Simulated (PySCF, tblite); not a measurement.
**C6H13BOSi2: geometry, infrared bands and NMR shifts**

Aim: predict the infrared bands and NMR shifts of C6H13BOSi2 (`C[SiH2]OC1=CC=C(C)[SiH2]B1`).

The runs use tblite 0.8.0 and PySCF 2.14.0, with density-fitted response routines of our own; the level of theory stands in each step. All values are computed, except where a source is named. Atoms are numbered from 0 throughout.

### Step 1. The starting structure

23 atoms, charge 0, multiplicity 1; geometry from: force field or distance geometry start.

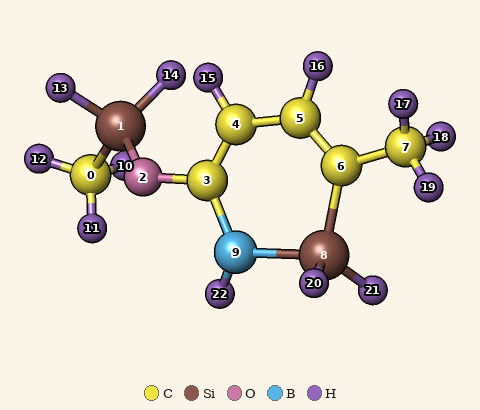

As it starts; carbon yellow, silicon brown, oxygen pink, boron blue, hydrogen purple, atoms numbered.

### Step 2. Optimising the geometry with GFN2-xTB

Job settings and geometry (Å):

```
{"job": {"kind": "relax", "xc": "GFN2-xTB", "basis": "xTB"}, "charge": 0, "multiplicity": 1}
C      4.341600    -0.525900    -0.032400
Si     2.953300     0.715700     0.346900
O      1.738100     0.677500    -0.821100
C      0.369700     0.377800    -0.595300
C     -0.198300     0.946200     0.417900
C     -1.557400     0.764900     0.804500
C     -2.453200     0.001300     0.243000
C     -3.793200    -0.034500     0.830100
Si    -2.138400    -1.039800    -1.241500
B     -0.256000    -0.647700    -1.579900
H      4.362600    -1.278100     0.759500
H      4.045500    -0.974500    -1.013300
H      5.290700     0.034200    -0.106700
H      3.617500     2.047200     0.264200
H      2.483200     0.587300     1.750500
H      0.415200     1.647300     1.024700
H     -1.895200     1.335500     1.695600
H     -4.161000     0.936400     1.195100
H     -3.780600    -0.786900     1.648800
H     -4.565200    -0.384000     0.120300
H     -2.887400    -0.429300    -2.350900
H     -2.390900    -2.453900    -1.040100
H      0.454400    -1.489600    -2.036900
```

The run is started by

```
> OMP_NUM_THREADS=1 python probes_run.py task.json out
```

The driver reads the jobs from task.json and runs them one after another.

Output:

```text
step      E/eV     max force
  0    -767.06261    4.653
  1    -767.40853    2.655
  2    -767.57804    1.073
  3    -767.70306    0.812
  4    -767.75457    0.692
  5    -767.80702    0.435
  6    -767.83571    0.394
  7    -767.86704    0.462
  8    -767.88583    0.431
  9    -767.89742    0.192
 10    -767.90457    0.200
 11    -767.91159    0.249
 12    -767.91755    0.231
 13    -767.92199    0.129
 14    -767.92547    0.151
 15    -767.92885    0.132
 16    -767.93234    0.152
 17    -767.93578    0.137
 18    -767.93905    0.135
 19    -767.94228    0.126
 20    -767.94582    0.141
 21    -767.94997    0.165
 22    -767.95430    0.155
 23    -767.95794    0.111
 24    -767.96057    0.134
 25    -767.96247    0.106
 26    -767.96414    0.106
 27    -767.96591    0.110
 28    -767.96770    0.127
 29    -767.96937    0.137
 30    -767.97080    0.093
 31    -767.97203    0.084
 32    -767.97316    0.072
 33    -767.97433    0.105
 34    -767.97572    0.122
 35    -767.97747    0.137
 36    -767.97926    0.115
 37    -767.98059    0.067
 38    -767.98154    0.074
 39    -767.98253    0.097
 40    -767.98397    0.110
 41    -767.98595    0.129
 42    -767.98809    0.108
 43    -767.98996    0.093
 44    -767.99169    0.087
 45    -767.99355    0.112
 46    -767.99530    0.114
 47    -767.99671    0.082
 48    -767.99793    0.072
 49    -767.99915    0.092
 50    -768.00101    0.131
 51    -768.00381    0.135
 52    -768.00630    0.093
 53    -768.00820    0.082
 54    -768.00990    0.114
 55    -768.01183    0.134
 56    -768.01418    0.125
 57    -768.01629    0.093
 58    -768.01865    0.096
 59    -768.02077    0.131
 60    -768.02273    0.155
 61    -768.02598    0.135
 62    -768.02900    0.110
 63    -768.03180    0.105
 64    -768.03416    0.123
 65    -768.03564    0.152
 66    -768.03839    0.114
 67    -768.04110    0.108
 68    -768.04378    0.117
 69    -768.04601    0.109
 70    -768.04846    0.112
 71    -768.05060    0.109
 72    -768.05257    0.098
 73    -768.05361    0.077
 74    -768.05457    0.062
 75    -768.05536    0.074
 76    -768.05606    0.069
 77    -768.05657    0.052
 78    -768.05692    0.043
 79    -768.05728    0.054
 80    -768.05779    0.072
 81    -768.05828    0.056
 82    -768.05864    0.035
 83    -768.05895    0.035
 84    -768.05926    0.048
 85    -768.05965    0.060
 86    -768.06009    0.048
 87    -768.06050    0.040
 88    -768.06091    0.039
 89    -768.06135    0.054
 90    -768.06185    0.056
 91    -768.06240    0.059
 92    -768.06297    0.061
 93    -768.06360    0.061
 94    -768.06437    0.057
 95    -768.06503    0.059
 96    -768.06607    0.075
 97    -768.06715    0.066
 98    -768.06819    0.061
 99    -768.06896    0.068
100    -768.06959    0.062
101    -768.07029    0.064
102    -768.07133    0.063
103    -768.07234    0.061
104    -768.07306    0.060
105    -768.07368    0.053
106    -768.07427    0.038
107    -768.07488    0.048
108    -768.07542    0.046
109    -768.07587    0.048
110    -768.07629    0.043
111    -768.07672    0.041
112    -768.07711    0.036
113    -768.07740    0.036
114    -768.07760    0.030
115    -768.07779    0.026
116    -768.07798    0.032
117    -768.07813    0.034
118    -768.07823    0.018
119    -768.07830    0.018
120    -768.07837    0.018
121    -768.07844    0.022
122    -768.07852    0.022
123    -768.07860    0.021
124    -768.07868    0.017
125    -768.07876    0.024
126    -768.07886    0.030
127    -768.07899    0.029
128    -768.07914    0.024
129    -768.07928    0.020
130    -768.07942    0.022
131    -768.07957    0.025
132    -768.07974    0.028
133    -768.07996    0.034
134    -768.08023    0.038
135    -768.08052    0.035
136    -768.08079    0.037
137    -768.08102    0.043
138    -768.08121    0.038
139    -768.08140    0.043
140    -768.08155    0.033
141    -768.08167    0.031
142    -768.08178    0.030
143    -768.08191    0.032
144    -768.08209    0.035
145    -768.08235    0.036
146    -768.08260    0.039
147    -768.08279    0.033
148    -768.08292    0.021
149    -768.08300    0.020
150    -768.08307    0.017
151    -768.08313    0.016
152    -768.08318    0.017
153    -768.08325    0.017
154    -768.08332    0.020
155    -768.08338    0.015
156    -768.08342    0.012
157    -768.08345    0.012
158    -768.08349    0.017
159    -768.08353    0.016
160    -768.08357    0.013
161    -768.08359    0.011
162    -768.08361    0.010
163    -768.08364    0.012
164    -768.08366    0.009
```

It took 1.5 s on 1 thread of Arm Neoverse V2, shared host; peak memory 0.18 GiB.

The steps of the relaxation: (not every step is listed)

```tsv
step	energy from step 0 (eV)	largest force (eV/Å)
0	0.0000	4.6528
1	-0.3459	2.6547
2	-0.5154	1.0727
3	-0.6405	0.8119
4	-0.6920	0.6925
5	-0.7444	0.4349
6	-0.7731	0.3939
7	-0.8044	0.4620
8	-0.8232	0.4313
23	-0.8953	0.1111
38	-0.9189	0.0740
53	-0.9456	0.0815
68	-0.9812	0.1165
83	-0.9963	0.0345
98	-1.0056	0.0606
113	-1.0148	0.0360
128	-1.0165	0.0238
143	-1.0193	0.0324
158	-1.0209	0.0167
159	-1.0209	0.0159
160	-1.0210	0.0125
161	-1.0210	0.0115
162	-1.0210	0.0103
163	-1.0210	0.0124
164	-1.0211	0.0093
```

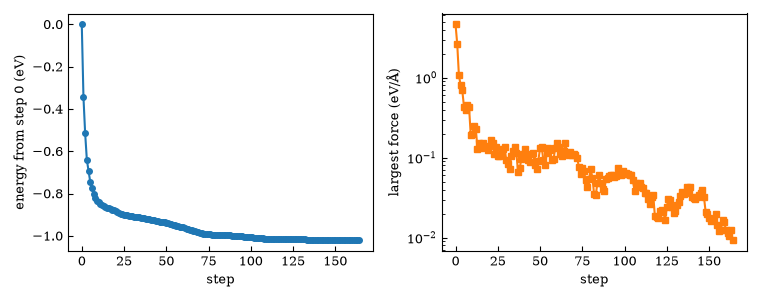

Energy and largest force along the relaxation.

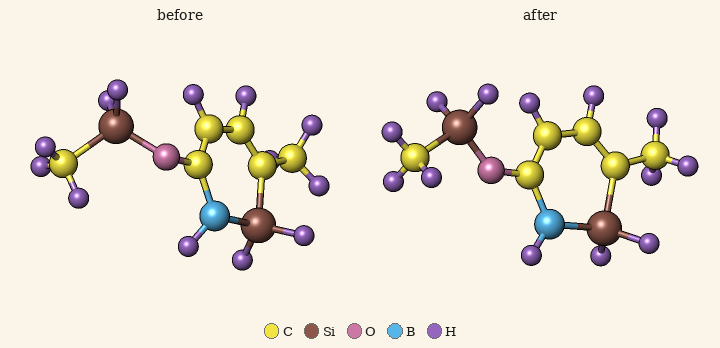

The geometry before (left) and after (right).

Close pairs (by a distance rule), those that changed most:

```tsv
bond	before (Å)	after (Å)	change (Å)
C3–C4	1.293	1.364	+0.071
Si1–O2	1.686	1.620	-0.066
C6–Si8	1.840	1.898	+0.057
O2–C3	1.419	1.369	-0.050
C5–C6	1.304	1.346	+0.042
C0–H11	1.119	1.085	-0.033
Si8–H21	1.451	1.479	+0.028
C6–C7	1.463	1.492	+0.028
```

The final coordinates are the input of the step that follows.

### Step 3. Infrared spectrum with GFN2-xTB

Job settings and geometry (Å):

```
{"job": {"kind": "ir", "xc": "GFN2-xTB", "basis": "xTB"}, "charge": 0, "multiplicity": 1}
C      4.589504    -0.064252    -0.307913
Si     3.010476     0.616437     0.469462
O      1.846009    -0.221891    -0.282527
C      0.477983    -0.249694    -0.246954
C     -0.168583     0.548625     0.650293
C     -1.577002     0.694707     0.875258
C     -2.578192     0.064432     0.232758
C     -3.999664     0.336965     0.594022
Si    -2.167478    -1.173826    -1.145334
B     -0.223905    -1.186140    -1.235492
H      4.709696    -1.124587    -0.109836
H      4.597541     0.072439    -1.384593
H      5.454181     0.448964     0.098398
H      2.864107     2.058952     0.227657
H      2.991115     0.390012     1.922424
H      0.459559     1.163764     1.286528
H     -1.825414     1.404522     1.660422
H     -4.086701     1.063032     1.401506
H     -4.487429    -0.588062     0.897455
H     -4.537086     0.710749    -0.276394
H     -2.921102    -0.688179    -2.321528
H     -2.861635    -2.421053    -0.758005
H      0.429268    -1.828932    -1.964593
```

Output:

```text
mode    cm-1     km/mol
  1      39.9      0.14
  2      45.5      0.01
  3      86.4      0.07
  4      89.4      0.57
  5     101.7      0.14
  6     112.7      0.04
  7     127.4      2.00
  8     184.2      1.04
  9     253.8      0.29
 10     278.6      1.17
 11     310.4      5.82
 12     323.2      1.01
 13     338.8     18.08
 14     363.8      0.68
 15     395.5      9.64
 16     425.0     18.04
 17     497.8     70.56
 18     598.5     10.21
 19     600.6     16.96
 20     625.6     35.00
 21     645.0     65.93
 22     681.6     61.58
 23     684.8      8.85
 24     725.3    125.86
 25     747.4     56.54
 26     777.3     80.93
 27     790.2     29.64
 28     797.2    227.29
 29     820.4    234.64
 30     826.7     70.01
 31     847.3     46.88
 32     855.3    191.44
 33     902.1    148.59
 34     914.4      0.45
 35     992.5      6.24
 36    1011.0      4.14
 37    1068.0    244.78
 38    1151.0     18.97
 39    1187.6      2.57
 40    1214.2    657.06
 41    1320.0     25.08
 42    1361.8      9.47
 43    1377.6     12.68
 44    1396.8      9.04
 45    1471.6      8.33
 46    1479.6      8.24
 47    1490.1      0.24
 48    1495.1      0.00
 49    1522.9     48.94
 50    1618.2     48.35
 51    2122.2    437.77
 52    2137.9    214.72
 53    2174.7    484.67
 54    2213.2    147.97
 55    2645.2    123.68
 56    2992.0     40.64
 57    3001.7     21.59
 58    3006.3     54.88
 59    3018.9     24.33
 60    3034.6     73.28
 61    3045.3     36.59
 62    3047.5     24.03
 63    3059.7     32.80
```

It took 1.1 s on 1 thread of Arm Neoverse V2, shared host; peak memory 0.18 GiB.

The strongest bands and the atoms that carry them (share of the mass-weighted mode):

```tsv
cm⁻¹	km/mol	atoms
797	227.3	H21 39 %, H20 39 %
820	234.6	H13 40 %, H14 38 %, Si1 12 %
855	191.4	H12 26 %, C0 11 %
1068	244.8	B9 32 %, O2 26 %, H22 25 %
1214	657.1	C3 46 %, O2 29 %
2122	437.8	H21 50 %, H20 46 %
2138	214.7	H20 50 %, H21 47 %
2175	484.7	H14 56 %, H13 40 %
```

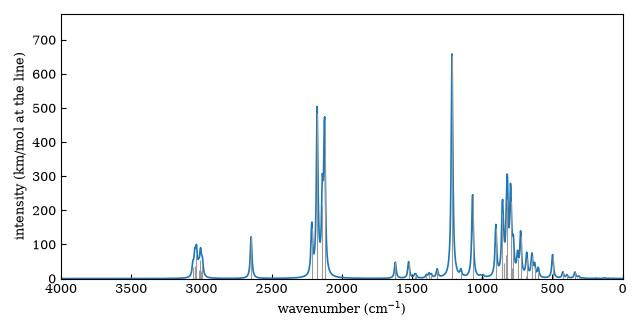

The infrared spectrum from these modes, unscaled. Lines are broadened to a width of 14 cm⁻¹ (Lorentzian).

### Step 4. Nuclear shieldings: PBE0/pcSseg-1

Same as in step 3 but for these lines:

```diff
@@ -1,2 +1,2 @@
-{"job": {"kind": "ir", "xc": "GFN2-xTB", "basis": "xTB"}, "charge": 0, "multiplicity": 1}
+{"job": {"kind": "nmr", "xc": "PBE0", "basis": "pcSseg-1"}, "charge": 0, "multiplicity": 1}
 C      4.589504    -0.064252    -0.307913
```

Level: GIAO PBE0/pcSseg-1 NMR shielding, non-relativistic, gas phase.

Output:

```text
coarse grid: 20000 points
cycle   1  E = -914.6201065102  dE =  1.227e+00  |g| = 7.232e-01  |ddm| = 4.454e+00
cycle   2  E = -914.4878166409  dE =  1.323e-01  |g| = 1.095e+00  |ddm| = 1.740e+00
cycle   3  E = -914.7210061388  dE = -2.332e-01  |g| = 2.015e-01  |ddm| = 1.250e+00
cycle   4  E = -914.7295076313  dE = -8.501e-03  |g| = 6.474e-02  |ddm| = 2.376e-01
cycle   5  E = -914.7304566769  dE = -9.490e-04  |g| = 3.043e-02  |ddm| = 9.419e-02
cycle   6  E = -914.7307278630  dE = -2.712e-04  |g| = 5.137e-03  |ddm| = 3.459e-02
cycle   7  E = -914.7307336770  dE = -5.814e-06  |g| = 2.399e-03  |ddm| = 7.528e-03
final grid: 183352 points
cycle   8  E = -914.7973487869  dE = -3.344e-05  |g| = 1.150e-02  |ddm| = 4.257e-02
cycle   9  E = -914.7973034673  dE =  4.532e-05  |g| = 1.823e-02  |ddm| = 2.477e-02
cycle  10  E = -914.7973774350  dE = -7.397e-05  |g| = 2.787e-03  |ddm| = 1.726e-02
cycle  11  E = -914.7973794316  dE = -1.997e-06  |g| = 3.983e-04  |ddm| = 3.014e-03
cycle  12  E = -914.7973794598  dE = -2.824e-08  |g| = 2.048e-04  |ddm| = 5.319e-04
cycle  13  E = -914.7973794707  dE = -1.086e-08  |g| = 5.947e-05  |ddm| = 2.572e-04
cycle  14  E = -914.7973794716  dE = -8.972e-10  |g| = 2.355e-05  |ddm| = 8.019e-05
converged SCF energy = -914.7973794716

GIAO shielding tensors (ppm)
atom      isotropic    diamagn.    paramagn.     s11        s22        s33       span
  0 C      189.667     252.267     -62.600    178.264    191.768    198.969     20.705
  1 Si     381.521     882.553    -501.032    326.088    381.895    436.580    110.492
  2 O      216.989     399.864    -182.875    153.365    226.583    271.019    117.654
  3 C       11.894     253.478    -241.584   -100.154     25.977    109.861    210.015
  4 C       41.570     262.345    -220.776    -50.917     35.075    140.551    191.468
  5 C       45.112     254.048    -208.935    -64.628     67.097    132.868    197.496
  6 C       20.077     265.159    -245.082    -97.944    -26.820    184.995    282.939
  7 C      155.538     244.944     -89.406    140.753    141.241    184.621     43.868
  8 Si     438.347     884.482    -446.135    398.063    424.986    491.992     93.929
  9 B       17.785     196.309    -178.525    -74.603     -7.223    135.181    209.784
 10 H       31.048      30.329       0.719     26.963     28.615     37.566     10.603
 11 H       31.063      30.574       0.489     26.874     28.710     37.606     10.733
 12 H       31.957      25.901       6.057     27.694     28.405     39.773     12.080
 13 H       26.566      31.397      -4.831     23.016     25.691     30.990      7.974
 14 H       26.512      31.306      -4.794     22.888     25.701     30.947      8.059
 15 H       25.112      36.713     -11.601     22.523     22.723     30.090      7.567
 16 H       24.864      34.016      -9.152     22.831     23.143     28.618      5.786
 17 H       29.639      28.453       1.186     26.018     28.536     34.363      8.346
 18 H       29.256      27.064       2.193     25.205     28.296     34.268      9.062
 19 H       29.259      27.108       2.151     25.241     28.252     34.284      9.043
 20 H       27.583      29.916      -2.333     24.055     26.228     32.467      8.412
 21 H       27.584      29.888      -2.304     24.027     26.243     32.482      8.455
 22 H       23.434      31.665      -8.231     15.710     25.832     28.759     13.049
```

It took 62 s on 1 thread of Arm Neoverse V2, shared host; peak memory 1.2 GiB.

Shifts follow as δ = σ(reference) − σ, with reference shieldings (ppm) from runs at the same level and on the same kind of geometry: 1H TMS 31.72, 13C TMS 186.9, 29Si TMS 349.2, 17O H2O 336.1, 11B BF3·OEt2 100.1. The references are single molecules in the gas phase, so shifts against H2O, NH3, PH3, H3PO4 or CFCl3 are not on the usual liquid scales and can be off by tens of ppm. Atoms listed in one row are averaged.

```tsv
atoms	environment	σ (ppm)	δ (ppm)	δ scaled to CDCl3
C3	alkene carbon bearing oxygen	11.9	175.0	168.9
C6	fully substituted alkene carbon	20.1	166.8	160.9
C4	β carbon of an enol-ether or enamine type C=C	41.6	145.4	140.0
C5	alkene CH	45.1	141.8	136.5
C7	allylic methyl carbon	155.5	31.4	28.7
C0	methyl carbon bonded to Si	189.7	-2.7	-4.6
H22	hydrogen on a boron bonded to C, Si, in a 6-membered ring	23.43	8.28	–
H16	hydrogen on an alkene CH	24.86	6.85	6.57
H15	hydrogen on a β carbon of an enol-ether or enamine type C=C	25.11	6.61	6.33
H13, H14	hydrogen on a silicon bonded to C, O	26.54	5.18	–
H20, H21	hydrogen on a silicon bonded to C, B, in a 6-membered ring	27.58	4.13	–
H17, H18, H19	hydrogen on an allylic methyl carbon	29.38	2.33	2.30
H10, H11, H12	hydrogen on a methyl carbon bonded to Si	31.36	0.36	0.45
Si1	silicon bonded to C, O, 2 H	381.5	-32.4	–
Si8	silicon bonded to C, B, 2 H, in a 6-membered ring	438.3	-89.2	–
O2	oxygen bonded to C, Si	217.0	119.1	–
B9	boron bonded to C, Si, H, in a 6-membered ring	17.8	82.3	–
```

The scaled column applies a straight-line fit of computed shieldings to shifts measured in CDCl3 (root-mean-square error 0.16 ppm for H, 1.9 ppm for C).

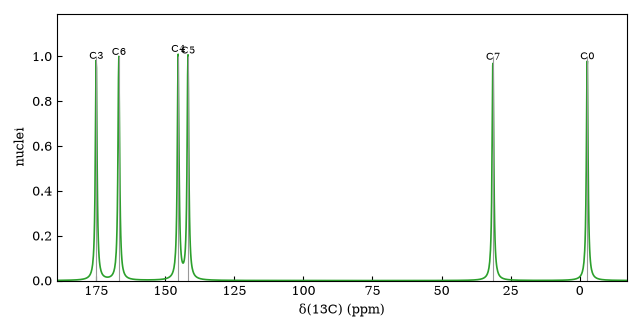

13C lines at the computed shifts, without couplings. Lines are broadened to a width of 0.71 ppm (Lorentzian).

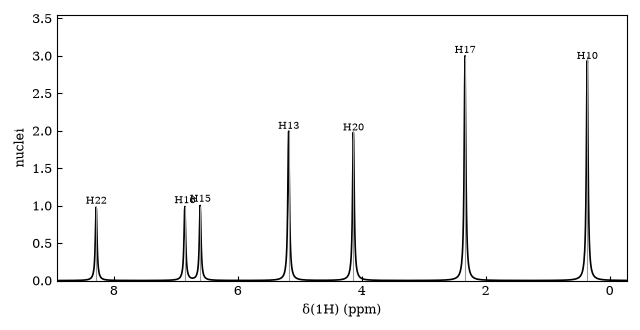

1H lines at the computed shifts, without couplings. Lines are broadened to a width of 0.03 ppm (Lorentzian).

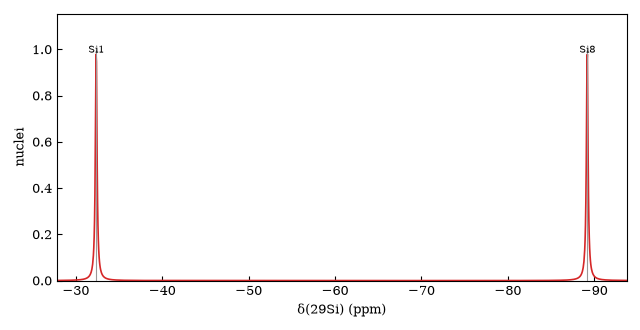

29Si lines at the computed shifts, without couplings. Lines are broadened to a width of 0.23 ppm (Lorentzian).

Charges from the same density, by scheme (e):

```tsv
atoms	Mulliken	IAO	Hirshfeld	ESP fit
C0	-0.63	-0.73	-0.21	-0.71
Si1	0.79	1.00	0.40	0.87
O2	-0.63	-0.59	-0.20	-0.44
C3	0.14	0.08	0.00	0.11
C4	-0.19	-0.13	-0.03	-0.12
C5	-0.03	-0.17	-0.06	-0.33
C6	-0.52	-0.21	-0.06	0.16
C7	-0.17	-0.42	-0.12	-0.51
Si8	0.55	0.57	0.25	0.11
B9	0.01	-0.16	0.04	0.17
```

ESP fit charges:

C0 -0.71; Si1 0.87; O2 -0.44; C3 0.11; C4 -0.12; C5 -0.33; C6 0.16; C7 -0.51; Si8 0.11; B9 0.17; H10 0.18; H11 0.18; H12 0.16; H13 -0.19; H14 -0.19; H15 0.13; H16 0.18; H17 0.14; H18 0.16; H19 0.15; H20 -0.05; H21 -0.05; H22 -0.09

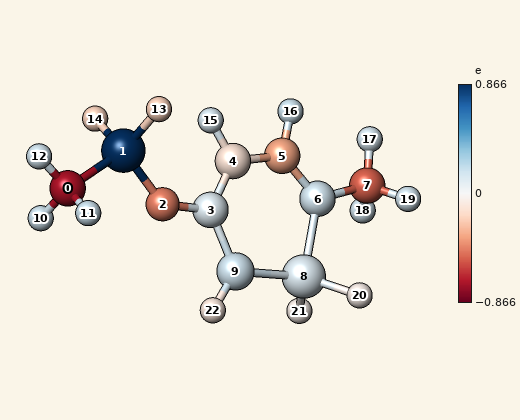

ESP fit charges, as colours on the atoms.

Mayer bond orders: C0–Si1 0.97, Si1–O2 0.93, O2–C3 0.83, C3–C4 1.58, C4–C5 1.24, C5–C6 1.73, C6–C7 1.07, C6–Si8 0.83, Si8–B9 0.95, B9–C3 1.10.

Ring of atoms C3, C4, C5, C6, Si8, B9: NICS(0) 3.9, NICS(1) 0.2, NICS(1)zz 5.6 ppm (means of both faces).

### Step 5. What came out

```
                                                              quantity                                         value
                             strongest single infrared mode (GFN2-xTB)                         1214 cm⁻¹, 657 km/mol
                                          zero-point energy (GFN2-xTB)                                105.0 kcal/mol
                                13C shifts against TMS (PBE0/pcSseg-1)    175.0, 166.8, 145.4, 141.8, 31.4, -2.7 ppm
1H shifts against TMS (PBE0/pcSseg-1, means over atoms taken as alike)  8.28, 6.85, 6.61, 5.18, 4.13, 2.33, 0.36 ppm
                               29Si shifts against TMS (PBE0/pcSseg-1)                              -32.4, -89.2 ppm
                                17O shifts against H2O (PBE0/pcSseg-1)                                     119.1 ppm
                           11B shifts against BF3·OEt2 (PBE0/pcSseg-1)                                      82.3 ppm
```

**Reading.** The optimisation took 164 steps and gained 1.021 eV; among the close pairs (by a distance rule), C3–C4 changed most, from 1.293 to 1.364 Å. All 63 modes are real, so the xTB geometry is a minimum. The strongest single mode, at 1214 cm⁻¹, moves mainly C3 and O2. Unscaled tight-binding wavenumbers are off by several per cent, some by more. Its intensities can rank the bands wrongly. At PBE0/pcSseg-1: The largest span, 283 ppm, is at C6, where the paramagnetic term is -245 ppm.
